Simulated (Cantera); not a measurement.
Feed: 1 mol Ta, 0.038 mol H₂O, 76 mol H₂, equilibrated at 1450 °C.

Method: chemical equilibrium by Gibbs-energy minimisation in Cantera with the NASA 1993 tables (ideal gas, pure condensed phases). Candidate condensed phases: H₂O, Ta, Ta₂O₅; 12 gas species. Mutual solubility and eutectic melting of coexisting phases are not modelled. Condensed phases not in the tables: N, O or C dissolved in the metal. Equilibrium is a limit: real reactors are often held back by kinetics, nucleation or transport.

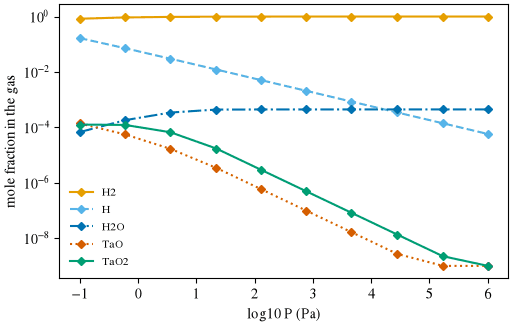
*Equilibrium gas composition (values under 1e-9 drawn at 1e-9)*

Q: Read off the mole fractions at 0.00450 Torr.

A: H₂ about 0.93, H about 0.072, H₂O about 0.00018, TaO₂ about 0.00012, TaO about 5.5e-5.
